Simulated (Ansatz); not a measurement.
SiHF$_{3}$ and related structures: several calculations on one system

Part 1: Relaxation

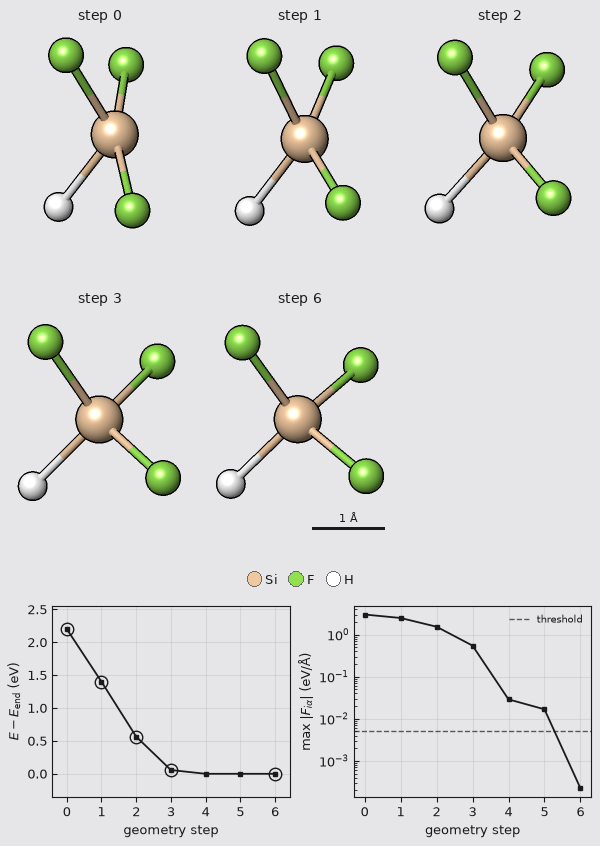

Frames of a relaxation of SiHF3, marked on the history of the run. A ball-and-stick model, seen from a free direction.

It is one of the separated products of a reaction.

All numbers below come from RKS PBE0-D4/def2-TZVP in Ansatz.

Input file:
```yaml
crystal:
  periodic: [false, false, false]
  atoms:
    - {symbol: Si, position_ang: [-0.949012, 0.384023, 1.030319]}
    - {symbol: F, position_ang: [-1.805257, 0.783212, -0.339242]}
    - {symbol: F, position_ang: [-0.643760, 1.883375, 1.461849]}
    - {symbol: H, position_ang: [-2.054890, -0.385330, 1.613940]}
    - {symbol: F, position_ang: [0.143431, -0.267296, 2.163438]}
basis:
  gaussian: {orbitals: def2-TZVP}
hamiltonian: {xc: pbe0, dispersion: d4}
relax: {f_tol: 0.005, max_steps: 200}
```

Command:
```bash
ansatz run in.yaml --threads 4 --pin off --events-out ev --progress --plain --max-ram 46080MiB --backend cpu
```

### Describe the path.

The energy falls by 2.203 eV in 6 geometry steps. The largest force component goes from 3 to 0.00022 eV/Å. The largest move after the best rigid fit is that of F5, 0.63 Å. Largest moves by element: F 0.63 Å, H 0.40 Å, Si 0.24 Å. Some distances before and after: Si1–F5 1.703 → 1.573 Å, Si1–F2 1.664 → 1.573 Å, Si1–F3 1.590 → 1.573 Å, Si1–H4 1.468 → 1.461 Å. Bond angles that change, for instance: F2–Si1–F5 165.8° → 108.3°, H4–Si1–F5 91.0° → 110.7°, F2–Si1–H4 93.7° → 110.7°. From step 0 to 1: F5 moves most (0.18 Å), energy −0.802 eV. From step 1 to 2: F atoms move most (0.20 Å), energy −0.836 eV. From step 2 to 3: F atoms move most (0.20 Å), energy −0.508 eV. From step 3 to 6: F atoms move most (0.08 Å), energy −0.058 eV.

Part 2: Relaxation

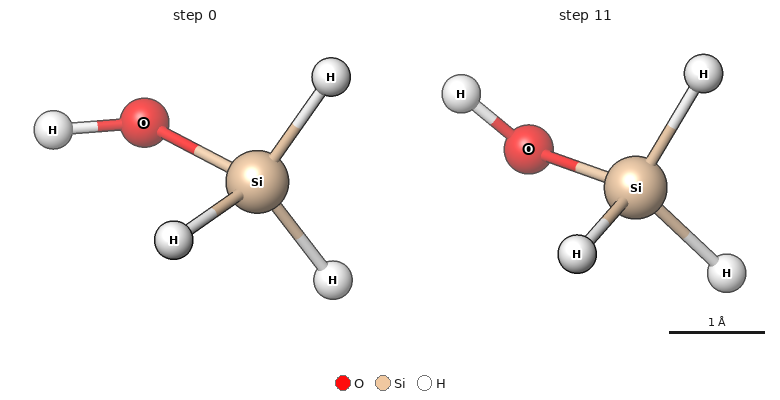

The structure of SiH4O before (left) and after (right) a relaxation, at one scale.

Style: ball-and-stick. Shown from a free direction.

It is one of the separated products of a reaction.

Method: Ansatz, RKS PBE0-D4/def2-TZVP.

Input
```yaml
crystal:
  periodic: [false, false, false]
  atoms:
    - {symbol: O, position_ang: [0.244404, -0.210064, -0.203238]}
    - {symbol: Si, position_ang: [0.027458, 0.032353, -1.901176]}
    - {symbol: H, position_ang: [1.104195, -0.575566, 0.126856]}
    - {symbol: H, position_ang: [-0.048532, 1.470489, -2.201445]}
    - {symbol: H, position_ang: [1.298044, -0.537082, -2.412141]}
    - {symbol: H, position_ang: [-1.116211, -0.765621, -2.370130]}
basis:
  gaussian: {orbitals: def2-TZVP}
hamiltonian: {xc: pbe0, dispersion: d4}
relax: {f_tol: 0.005, max_steps: 200}
```

Launched with:
```bash
ansatz run in.yaml --threads 4 --pin off --events-out ev --progress --plain --max-ram 46080MiB --backend cpu
```

Describe what moved and what it gained.

Over 9 accepted moves (11 points after the start) the energy falls by 22.5 kJ/mol. The largest force component goes from 2.5 to 0.0032 eV/Å. The line search rejected the trial steps at points 6, 8 of the run. The atom that moves furthest after the best rigid fit is H3 (0.42 Å). Largest moves by element: H 0.42 Å, O 0.29 Å, Si 0.14 Å. Among the contacts that change: O1–Si2 1.729 → 1.648 Å, O1–H3 0.991 → 0.958 Å, Si2–H4 1.471 → 1.489 Å, Si2–H6 1.471 → 1.480 Å. Bond angles that change, for instance: O1–Si2–H5 100.2° → 111.7°, H4–Si2–H6 115.2° → 109.9°, O1–Si2–H6 109.5° → 105.9°. Groups turn about O1–Si2 by about 55°.

Part 3: Reaction

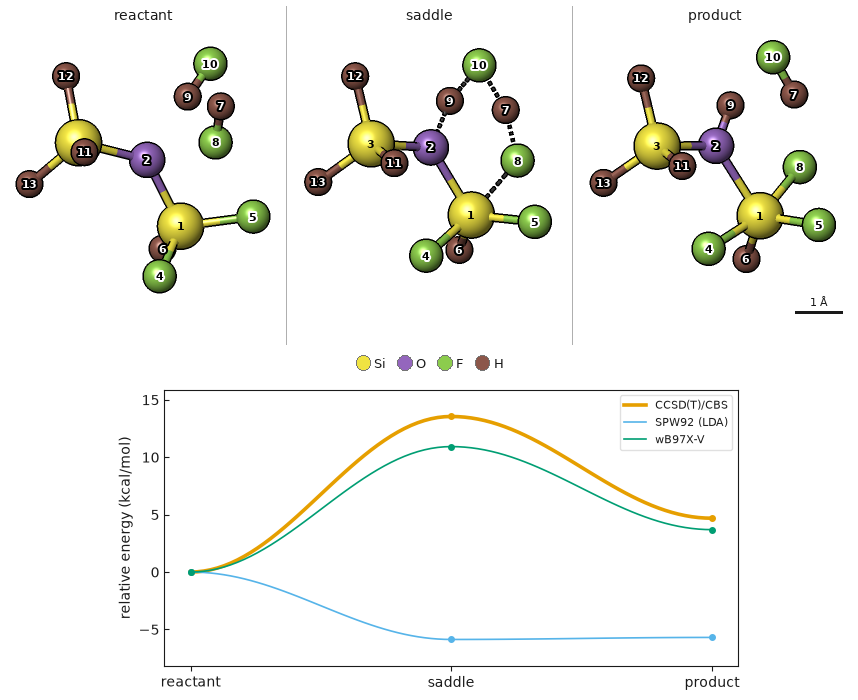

A reaction step of Si2H6OF4, with its energy diagram. The picture is a ball-and-stick view, seen from a free direction. Dashed sticks mark bonds that form or break.

Stationary points at PBE0-D4/def2-TZVP, single-point energies with CCSD(T)/CBS, SPW92 (LDA), wB97X-V (def2-TZVPP where no basis is named; Ansatz 0.2.0). The energies are electronic, without zero-point or thermal terms, and both ends are the minima reached downhill from the saddle, with any fragments still in contact. CCSD(T)/CBS stands for a frozen-core estimate: MP2 correlation extrapolated from def2-TZVPP and def2-QZVPP, CCSD(T) minus MP2 from the smaller set.

Question: Describe the step and its energetics.

Answer: Counted by bonded pieces, the reactant holds HF + HF + Si₂H₄OF₂ and the product holds HF + Si₂H₅OF₃. From the reactant over the saddle to the product, bonds form: Si1–F8 (3.04 → 1.93 → 1.70 Å), O2–H9 (1.65 → 1.17 → 0.99 Å), H7–F10 (1.70 → 1.17 → 0.96 Å). Bonds break: H7–F8 (0.94 → 1.11 → 1.55 Å), H9–F10 (0.95 → 1.16 → 1.61 Å). The saddle has one imaginary mode, 681i cm⁻¹. With CCSD(T)/CBS the barrier is 13.5 kcal/mol from the reactant and 8.9 kcal/mol from the product, and the product lies 4.7 kcal/mol above the reactant.

```csv
level,barrier from the reactant (kcal/mol),barrier from the product (kcal/mol),the product less the reactant (kcal/mol)
CCSD(T)/CBS,13.5,8.9,4.7
SPW92 (LDA),−5.9,−0.2,−5.7
wB97X-V,10.9,7.2,3.7
```

Against CCSD(T)/CBS, wB97X-V comes closest on the barrier from the reactant (−2.6 kcal/mol) and SPW92 (LDA) misses most (−19.4 kcal/mol).
